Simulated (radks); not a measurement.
Atomic erbium (Er); electrons: [Xe] 4f12 6s2 (high spin). Computed with the in-house radial solver radks: scalar-relativistic Kohn-Sham, PBE, spin-polarised, spherical densities, point nucleus.

```
Z 68
configuration [Xe] 4f12 6s2
relativity scalar-relativistic
functional pbe,pbe
spin polarised
nucleus point
c 137.035999084
```

Wanted: the number of electrons inside radius r (solid) and the radial density 4πr²ρ (dashed).

The count levels off at 68 electrons. Half of them lie within 0.421 bohr, 90 % within 1.44 bohr and 99 % within 4.45 bohr. The radial density has minima at 0.0269, 0.114 and 0.337 bohr, where the count stands at 1.9, 11.1 and 29.5; these part the shells that the density resolves.

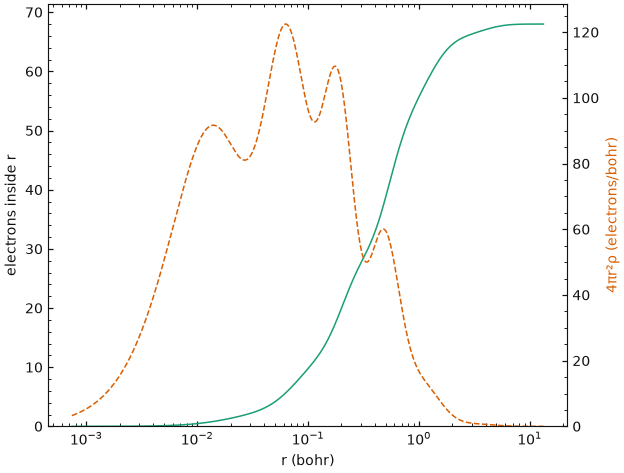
